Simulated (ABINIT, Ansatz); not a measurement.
## A GW chain in ABINIT: WS2 (Tungstenite)

Aim: the G0W0 gap of WS2 (Tungstenite) on PBE, step by step.

Program: ABINIT 10.8.3. Level of theory: PBE and many-body steps on it, plane waves. Results are calculated unless marked as measured.

## 1. Set-up

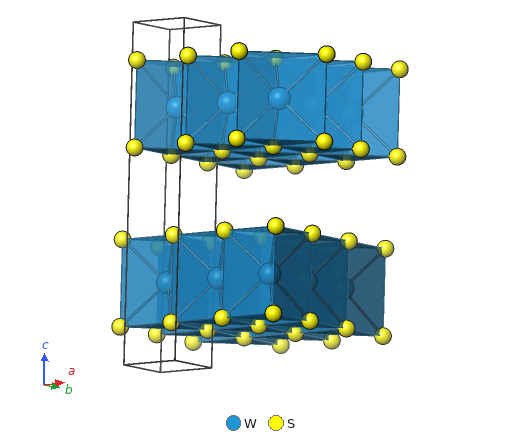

The cell as given, slightly off an axis (tungsten blue, sulfur yellow). 3×3×1 cells are drawn. Some periodic images of atoms are drawn too.

Structure file:

```cif
data_structure
_symmetry_space_group_name_H-M 'P6_3/mmc'
_symmetry_Int_Tables_number 194
_cell_length_a 3.1532
_cell_length_b 3.1532
_cell_length_c 12.3230
_cell_angle_alpha 90.000
_cell_angle_beta 90.000
_cell_angle_gamma 120.000
_cell_volume 106.11
loop_
_atom_site_label
_atom_site_type_symbol
_atom_site_symmetry_multiplicity
_atom_site_Wyckoff_symbol
_atom_site_fract_x
_atom_site_fract_y
_atom_site_fract_z
_atom_site_occupancy
W1 W 2 c 0.33333 0.66667 0.25000 1
S1 S 4 f 0.33333 0.66667 0.62250 1
```

The cell and positions come from the Crystallography Open Database and are kept as given unless a step says otherwise. Spin-orbit coupling is left out unless a step names it.

## 2. Ground state

This step: ABINIT 10.8.3; DFT, PBE, plane waves, norm-conserving pseudopotentials.

The ground-state density comes first.

Contents of run.abi:

```
acell 3*1.0 Angstrom
rprim 
  3.153199999992 0.000000000002 0.000000000000
  -1.576599999998 2.730751303206 0.000000000000
  0.000000000000 0.000000000000 12.323000000000
ntypat 2
znucl 74 16
natom 6
typat 1 1 2 2 2 2
xred 
  0.333333333333 0.666666666667 0.250000000000
  0.666666666667 0.333333333333 0.750000000000
  0.333333333333 0.666666666667 0.622500000000
  0.666666666667 0.333333333333 0.122500000000
  0.333333333333 0.666666666667 0.877500000000
  0.666666666667 0.333333333333 0.377500000000
pp_dirpath "pseudos"
pseudos "W.upf, S.upf"
ecut 31
ngkpt 6 6 2
nshiftk 1
shiftk 0 0 0
kptopt 1
chksymbreak 0
nband 33
occopt 1
tolvrs 1e-10
nstep 60
prtwf 0
optforces 0
optstress 0
indata_prefix "in"
outdata_prefix "out"
tmpdata_prefix "tmp"
```

The run is started by

```bash
$ OMP_NUM_THREADS=1 mpirun -n 8 abinit run.abi > log
```

Numbers of over 12 decimals in the logs are rounded to 6 here.

Log:

```text
.Version 10.8.3 of ABINIT. v10.8.2 released Aug 2026.

 Symmetries : space group P6_3/m m c (#194); Bravais hP (primitive hexag.)
================================================================================
 Values of the parameters that define the memory need of the present run
     intxc =       0    ionmov =       0      iscf =       7    lmnmax =       8
     lnmax =       8     mgfft =     120  mpssoang =       4    mqgrid =    5837
     natom =       6  nloc_mem =       1    nspden =       1   nspinor =       1
    nsppol =       1      nsym =      24    n1xccc =    2501    ntypat =       2
    occopt =       1   xclevel =       2
-    mband =          33        mffmem =           1         mkmem =           2
       mpw =        5944          nfft =      108000          nkpt =          14
================================================================================
  Rough estimation (10% accuracy) of disk space for files :
================================================================================

--------------------------------------------------------------------------------
------------- Echo of variables that govern the present computation ------------
--------------------------------------------------------------------------------
 -outvars: echo values of preprocessed input variables --------
            acell      1.8897261259E+00  1.8897261259E+00  1.8897261259E+00 Bohr

      chksymbreak           0
             ecut      3.10000000E+01 Hartree
-          fftalg         312

              ixc     -101130
              kpt      0.00000000E+00  0.00000000E+00  0.00000000E+00
                       1.66666667E-01  0.00000000E+00  0.00000000E+00
                       3.33333333E-01  0.00000000E+00  0.00000000E+00
                       5.00000000E-01  0.00000000E+00  0.00000000E+00
                       1.66666667E-01  1.66666667E-01  0.00000000E+00
                       3.33333333E-01  1.66666667E-01  0.00000000E+00
                       3.33333333E-01  3.33333333E-01  0.00000000E+00
                       0.00000000E+00  0.00000000E+00  5.00000000E-01
                       1.66666667E-01  0.00000000E+00  5.00000000E-01
                       3.33333333E-01  0.00000000E+00  5.00000000E-01
                       5.00000000E-01  0.00000000E+00  5.00000000E-01
[...]
kptrlatt        6    0    0      0    6    0      0    0    2
          kptrlen      3.57521065E+01
P           mkmem           2
            natom           6
            nband          33
            ngfft          30      30     120
             nkpt          14
            nstep          60
             nsym          24
           ntypat           2
              occ      2.000000  2.000000  2.000000  2.000000  2.000000  2.000000
                       2.000000  2.000000  2.000000  2.000000  2.000000  2.000000
                       2.000000  2.000000  2.000000  2.000000  2.000000  2.000000
                       2.000000  2.000000  2.000000  2.000000  2.000000  2.000000
                       2.000000  2.000000  0.000000  0.000000  0.000000  0.000000
[...]
optforces           0
        optstress           0
            prtwf           0
            rprim      3.1532000000E+00  2.0000000000E-12  0.0000000000E+00
[...]
spgroup         194

           tolvrs      1.00000000E-10

             xred      3.3333333333E-01  6.6666666667E-01  2.5000000000E-01
[...]
znucl       74.00000   16.00000

================================================================================

 chkinp: Checking input parameters for consistency.

================================================================================
== DATASET  1 ==================================================================
-   mpi_nproc: 8, omp_nthreads: 1 (-1 if OMP is not activated)

--- !DatasetInfo
iteration_state: {dtset: 1, }
dimensions: {natom: 6, nkpt: 14, mband: 33, nsppol: 1, nspinor: 1, nspden: 1, mpw: 5944, }
cutoff_energies: {ecut:  31.0, pawecutdg:  -1.0, }
electrons: {nelect:   5.20000000E+01, charge:   0.00000000E+00, occopt:   1.00000000E+00, tsmear:   1.00000000E-02, }

 Real(R)+Recip(G) space primitive vectors, cartesian coordinates (Bohr,Bohr^-1):
 R(1)=  5.9586844  0.0000000  0.0000000  G(1)=  0.1678223  0.0968922  0.0000000
 R(2)= -2.9793422  5.1603721  0.0000000  G(2)=  0.0000000  0.1937845  0.0000000
 R(3)=  0.0000000  0.0000000 23.2870950  G(3)=  0.0000000  0.0000000  0.0429422
 Unit cell volume ucvol=  7.1605555E+02 bohr^3
 Angles (23,13,12)=  9.00000000E+01  9.00000000E+01  1.20000000E+02 degrees

 getcut: wavevector=  0.0000  0.0000  0.0000  ngfft=  30  30 120
         ecut(hartree)=     31.000   => boxcut(ratio)=   2.01023

--- Pseudopotential description ------------------------------------------------
- W Generated using ONCVPSP code by D. R. Hamann
- 74.00000  14.00000  171031                  znucl, zion, pspdat
12 -101130 3 -1 1396                          pspcod,pspxc,lmax,lloc,mmax
     nproj     2     2     2     2
  pspatm : epsatm=   11.70739509
         --- l  ekb(1:nproj) -->
[...]
pspatm: atomic psp has been read  and splines computed

- S Generated using ONCVPSP code by D. R. Hamann
- 16.00000   6.00000  171031                  znucl, zion, pspdat
12 -101130 2 -1 1146                          pspcod,pspxc,lmax,lloc,mmax
     nproj     2     2     2     0
  pspatm : epsatm=    9.01821529
         --- l  ekb(1:nproj) -->
[...]
pspatm: atomic psp has been read  and splines computed

   3.09335787E+03                                ecore*ucvol(ha*bohr**3)
--------------------------------------------------------------------------------

_setup2: Arith. and geom. avg. npw (full set) are    5903.792    5903.746

================================================================================

--- !BeginCycle
iteration_state: {dtset: 1, }
solver: {iscf: 7, nstep: 60, nline: 4, wfoptalg: 0, }
tolerances: {tolvrs: 1.00E-10, }

     iter   Etot(hartree)      deltaE(h)  residm     vres2
 ETOT  1  -195.84886537400    -1.958E+02 8.652E-02 1.579E+02
 ETOT  2  -195.89030693970    -4.144E-02 3.711E-02 1.176E+03
 ETOT  3  -196.02861226715    -1.383E-01 1.384E-02 8.356E+00
 ETOT  4  -196.02942917523    -8.169E-04 5.021E-03 2.556E+00
 ETOT  5  -196.02958716226    -1.580E-04 4.625E-03 2.055E-02
 ETOT  6  -196.02958981700    -2.655E-06 1.050E-03 8.045E-03
 ETOT  7  -196.02959029102    -4.740E-07 8.389E-04 2.987E-05
 ETOT  8  -196.02959029387    -2.850E-09 5.135E-04 2.264E-06
 ETOT  9  -196.02959029411    -2.405E-10 1.853E-04 7.420E-08
 ETOT 10  -196.02959029411    -7.873E-12 4.535E-04 3.028E-09
 ETOT 11  -196.02959029411    -4.547E-13 1.653E-04 3.319E-10
 ETOT 12  -196.02959029412    -1.450E-12 4.851E-04 6.799E-12

 At SCF step   12       vres2   =  6.80E-12 < tolvrs=  1.00E-10 =>converged.

--- !ResultsGS
iteration_state: {dtset: 1, }
comment   : Summary of ground state results
lattice_vectors:
- [  5.9586844,   0.0000000,   0.0000000, ]
- [ -2.9793422,   5.1603721,   0.0000000, ]
- [  0.0000000,   0.0000000,  23.2870950, ]
lattice_lengths: [   5.95868,    5.95868,   23.28710, ]
lattice_angles: [ 90.000,  90.000, 120.000, ] # degrees, (23, 13, 12)
lattice_volume:   7.1605555E+02
convergence: {deltae: -1.450E-12, res2:  6.799E-12, residm:  4.851E-04, diffor:  0.000E+00, }
etotal    :  -1.96029590E+02
entropy   :   0.00000000E+00
fermie    :   3.49444803E-01
cartesian_stress_tensor: null
pressure_GPa: null
xred      :
- [  3.3333E-01,   6.6667E-01,   2.5000E-01,  W]
- [  6.6667E-01,   3.3333E-01,   7.5000E-01,  W]
- [  3.3333E-01,   6.6667E-01,   6.2250E-01,  S]
- [  6.6667E-01,   3.3333E-01,   1.2250E-01,  S]
- [  3.3333E-01,   6.6667E-01,   8.7750E-01,  S]
- [  6.6667E-01,   3.3333E-01,   3.7750E-01,  S]
cartesian_forces: null
force_length_stats: {min: null, max: null, mean: null, }

 Integrated electronic density in atomic spheres:
 ------------------------------------------------
 Atom  Sphere_radius  Integrated_density
[...]
================================================================================

 ----iterations are completed or convergence reached----

 Mean square residual over all n,k,spin=   29.308E-07; max=  48.513E-05
 reduced coordinates (array xred) for    6 atoms
[...]
0.666666666667      0.333333333333      0.750000000000
       0.333333333333      0.666666666667      0.622500000000
       0.666666666667      0.333333333333      0.122500000000
       0.333333333333      0.666666666667      0.877500000000
       0.666666666667      0.333333333333      0.377500000000
 rms dE/dt=  0.0000E+00; max dE/dt=  0.0000E+00; dE/dt below (all hartree)
    1       0.000000000000      0.000000000000      0.000000000000
    2       0.000000000000      0.000000000000      0.000000000000
    3       0.000000000000      0.000000000000      0.000000000000
    4       0.000000000000      0.000000000000      0.000000000000
    5       0.000000000000      0.000000000000      0.000000000000
    6       0.000000000000      0.000000000000      0.000000000000

 cartesian coordinates (angstrom) at end:
    1     -1.33e-12     1.820501     3.080750
    2      1.576600     0.910250     9.242250
    3     -1.33e-12     1.820501     7.671068
    4      1.576600     0.910250     1.509567
    5     -1.33e-12     1.820501    10.813432
    6      1.576600     0.910250     4.651933
 length scales=  1.889726125908  1.889726125908  1.889726125908 bohr
              =  1.000000000000  1.000000000000  1.000000000000 angstroms
 prteigrs : about to open file out_EIG
 Fermi (or HOMO) energy (hartree) =   0.34944   Average Vxc (hartree)=  -0.41084
 Eigenvalues (hartree) for nkpt=  14  k points:
 kpt#   1, nband= 33, wtk=  0.01389, kpt=  0.0000  0.0000  0.0000 (reduced coord)
  -2.39287   -2.39287   -1.07959   -1.07958   -1.07265   -1.07265   -1.07265   -1.07265
  -0.22539   -0.21688   -0.16868   -0.15256    0.06843    0.10714    0.20801    0.22170
   0.22170    0.22222    0.22222    0.26709    0.26709    0.26906    0.26906    0.29374
   0.30457    0.34944    0.43436    0.43442    0.43474    0.43539    0.43621    0.43925
   0.44308
 prteigrs : prtvol=0 or 1, do not print more k-points.

--- !EnergyTerms
iteration_state     : {dtset: 1, }
comment             : Components of total free energy in Hartree
kinetic             :  5.62979939834143E+01
hartree             :  5.12043006751492E+01
xc                  : -4.59534279593619E+01
Ewald energy        : -1.20345391836037E+02
psp_core            :  4.31999703190776E+00
local_psp           : -1.72738556691340E+02
non_local_psp       :  3.11854945021525E+01
total_energy        : -1.96029590294116E+02
total_energy_eV     : -5.33423689713459E+03
band_energy         : -1.79620718597031E+01

== END DATASET(S) ==============================================================
================================================================================

 -outvars: echo values of variables after computation  --------
           etotal     -1.9602959029E+02
            nband          33
             nkpt          14
          spgroup         194
 [... the other variables as echoed above ...]

 Calculation completed.
```

Wall time 21 s (8 MPI ranks of Arm Neoverse V2, shared host); peak memory 0.76 GiB; 2.8 min of CPU time.

This step gave:

| Property | Result |
| --- | --- |
| total energy | -5334.2369 eV |
| gap | 0.9807 eV |
| k of the valence top | 0, 0, 0 |
| k of the conduction bottom | 0.1667, 0.1667, 0 |
| least direct gap | 1.837 eV |

The gap is indirect, with the least direct gap 0.86 eV higher.

## 3. Empty states on the mesh, 6×6×1 mesh, 715 bands

The sums over transitions need many empty states on a uniform mesh; this step solves for them.

run.abi, as its differences from that of step 2:

```diff
@@ -19,3 +19,3 @@
 ecut 31
-ngkpt 6 6 2
+ngkpt 6 6 1
 nshiftk 1
@@ -24,9 +24,10 @@
 chksymbreak 0
-nband 33
+irdden 1
+istwfk *1
+nband 715
+prtvol 0
+optdriver 6
+gwr_task "HDIAGO"
+paral_kgb 0
 occopt 1
-tolvrs 1e-10
-nstep 60
-prtwf 0
-optforces 0
-optstress 0
 indata_prefix "in"
```

Log:

```text
[banner, memory and clock lines left out]
.Version 10.8.3 of ABINIT. v10.8.2 released Aug 2026.

 Symmetries : space group P6_3/m m c (#194); Bravais hP (primitive hexag.)
[... echo of the input left out ...]
== DATASET  1 ==================================================================
-   mpi_nproc: 8, omp_nthreads: 1 (-1 if OMP is not activated)

--- !DatasetInfo
iteration_state: {dtset: 1, }
dimensions: {natom: 6, nkpt: 7, mband: 715, nsppol: 1, nspinor: 1, nspden: 1, mpw: 5929, }
cutoff_energies: {ecut:  31.0, pawecutdg:  -1.0, }
electrons: {nelect:   5.20000000E+01, charge:   0.00000000E+00, occopt:   1.00000000E+00, tsmear:   1.00000000E-02, }

.Using double precision arithmetic; gwpc =  8

- Reading GS density from: in_DEN

--- Pseudopotential description ------------------------------------------------
- W Generated using ONCVPSP code by D. R. Hamann
- 74.00000  14.00000  171031                  znucl, zion, pspdat
12 -101130 3 -1 1396                          pspcod,pspxc,lmax,lloc,mmax
     nproj     2     2     2     2
  pspatm : epsatm=   11.70739509
         --- l  ekb(1:nproj) -->
             0   12.992056    1.844411
             1    9.080024    1.409692
             2    4.470007    0.514403
             3   47.483863    0.881400
 pspatm: atomic psp has been read  and splines computed

- S Generated using ONCVPSP code by D. R. Hamann
- 16.00000   6.00000  171031                  znucl, zion, pspdat
12 -101130 2 -1 1146                          pspcod,pspxc,lmax,lloc,mmax
     nproj     2     2     2     0
  pspatm : epsatm=    9.01821529
         --- l  ekb(1:nproj) -->
             0    6.763951    0.574108
             1    3.227080    0.887329
             2   -3.547662   -0.986524
 pspatm: atomic psp has been read  and splines computed

   3.09335787E+03                                ecore*ucvol(ha*bohr**3)

 Total charge density [el/Bohr^3]
)     Maximum=    8.4948E-01  at reduced coord.    0.7667    0.5000    0.7500
)     Minimum=    1.5301E-03  at reduced coord.    0.6667    0.3333    0.1250
   Integrated=    5.2000E+01

 === KS gaps after direct diagonalization ===
 Indirect band gap semiconductor
 Fundamental gap:     0.981 (eV)
   VBM:     9.509 (eV) at k: [ 0.0000E+00,  0.0000E+00,  0.0000E+00]
   CBM:    10.490 (eV) at k: [ 1.6667E-01,  1.6667E-01,  0.0000E+00]
 Direct gap:         1.837 (eV) at k: [ 3.3333E-01,  3.3333E-01,  0.0000E+00]

== END DATASET(S) ==============================================================

 -outvars: echo values of variables after computation  --------
           etotal      0.0000000000E+00
            nband         715
             nkpt           7
          spgroup         194
 [... the other variables as echoed above ...]

 Calculation completed.
```

Run time: 2.3 min. Hardware: 8 MPI ranks; peak memory 15 GiB.

Numbers from this step:

| Quantity | Value |
| --- | --- |
| gap | 0.9806 eV |
| k of the valence top | 0, 0, 0 |
| k of the conduction bottom | 0.1667, 0.1667, 0 |
| least direct gap | 1.837 eV |
| k points computed | 7 |
| lowest point of the top converged band, above the valence top | 182.8238 eV |

On this mesh the gap is 0.981 eV.

## 4. Screening, 6×6×1 mesh, 707 bands, screening to 272.1 eV

The RPA dielectric matrix is built and inverted for each q.

This step: RPA screening on PBE, plane waves, norm-conserving pseudopotentials.

run.abi, as its differences from that of step 3:

```diff
@@ -24,10 +24,11 @@
 chksymbreak 0
-irdden 1
 istwfk *1
-nband 715
-prtvol 0
-optdriver 6
-gwr_task "HDIAGO"
-paral_kgb 0
 occopt 1
+irdwfk 1
+optdriver 3
+nband 707
+ecuteps 10
+inclvkb 2
+awtr 1
+symchi 1
 indata_prefix "in"
```

Log:

```text
.Version 10.8.3 of ABINIT. v10.8.2 released Aug 2026.

 Symmetries : space group P6_3/m m c (#194); Bravais hP (primitive hexag.)
[... echo of the input left out ...]
== DATASET  1 ==================================================================
-   mpi_nproc: 8, omp_nthreads: 1 (-1 if OMP is not activated)

--- !DatasetInfo
iteration_state: {dtset: 1, }
dimensions: {natom: 6, nkpt: 7, mband: 707, nsppol: 1, nspinor: 1, nspden: 1, mpw: 5929, }
cutoff_energies: {ecut:  31.0, pawecutdg:  -1.0, }
electrons: {nelect:   5.20000000E+01, charge:   0.00000000E+00, occopt:   1.00000000E+00, tsmear:   1.00000000E-02, }

 SCREENING: Calculation of the susceptibility and dielectric matrices

 Based on a program developped by R.W. Godby, V. Olevano, G. Onida, and L. Reining.
 Incorporated in ABINIT by V. Olevano, G.-M. Rignanese, and M. Torrent.
.Using double precision arithmetic ; gwpc =  8

[... cell and pseudopotentials left out ...]
--------------------------------------------------------------------------------

 ==== K-mesh for the wavefunctions ====
 Number of points in the irreducible wedge :     7
[... list of points left out ...]
 Together with 24 symmetry operations and time-reversal symmetry
 yields    36 points in the full Brillouin Zone.

 ==== Q-mesh for the screening function ====
 Number of points in the irreducible wedge :     7
[... list of points left out ...]
 Together with 24 symmetry operations and time-reversal symmetry
 yields    36 points in the full Brillouin Zone.

 setmesh: FFT mesh size selected  =    24x   24x   96
          total number of points  =        55296

 vcoul_init : cutoff-mode = AUXILIARY_FUNCTION
 q-points for optical limit:   1
     1)      0.000010    0.000020    0.000030

- screening: taking advantage of time-reversal symmetry
- Maximum band index for partially occupied states nbvw = 26
- Remaining bands to be divided among processors   nbcw = 681
- Number of bands treated by each node ~85

 Number of electrons calculated from density =   52.0000; Expected =   52.0000
 average of density, n =  0.072620
 r_s =    1.4869
 omega_plasma =   25.9946 [eV]

 calculating chi0 at frequencies [eV] :
  1    0.000000E+00    0.000000E+00
  2    0.000000E+00    2.599465E+01

--------------------------------------------------------------------------------
  q-point number  1        q = ( 0.000000, 0.000000, 0.000000) [r.l.u.]
--------------------------------------------------------------------------------
[... chi0 elements left out ...]
 For q-point:  0.000010 0.000020 0.000030
  dielectric constant =  13.4690
  dielectric constant without local fields =  15.0831

  Average fulfillment of the sum rule on Im[epsilon] for q-point    1 :     97.49  [%]
[... wings left out ...]
  q-point number  2        q = ( 0.166667, 0.000000, 0.000000) [r.l.u.]
--------------------------------------------------------------------------------
[... chi0 elements left out ...]
  Average fulfillment of the sum rule on Im[epsilon] for q-point    2 :     97.99  [%]

 [... 5 further q-points ...]
```

Elapsed: 18 min, on 8 MPI ranks; peak memory 7.4 GiB; 2.4 h of CPU time.

This step gave:

```yaml
eps_infinity_with_local_fields_on_this_mesh_along_the_program_s_q_direction: 13.47
the_same_without_local_fields: 15.08
plasma_frequency: 25.99 eV
plane_waves_in_the_screening_matrix: 1095
```

Local fields lower ε∞ by 11 %. On a Γ-centred mesh this coarse the value itself is usually too large, while a short band sum pulls it down.

(Continued in part 2 of 2.)

[Paths, hosts, dates, memory and timing lines, banners, echoed tables and standing remarks are left out of the program output.]

[Logs are printed without paths, hosts, clocks, repeated set-up lines and the standing remarks that a program may print on its own settings, such as how far it seeks lower states.]

[Runs of the session that timed out or met a known fault of the program may be left out.]

[Hosts, paths, dates, database ids (printed as entryN), source tags and the programs' standing remarks are cut or masked in the printed files.]

[G0W0 gaps are taken among the corrected bands and points alone; a level outside them can change the order at an edge.]

[Where Ansatz stands beside ABINIT at settings called matched, ABINIT's density can come from a denser mesh and the files from another edition; pairs whose starting gaps differed by over 0.03 eV were left out, so agreement reads better than it is.]
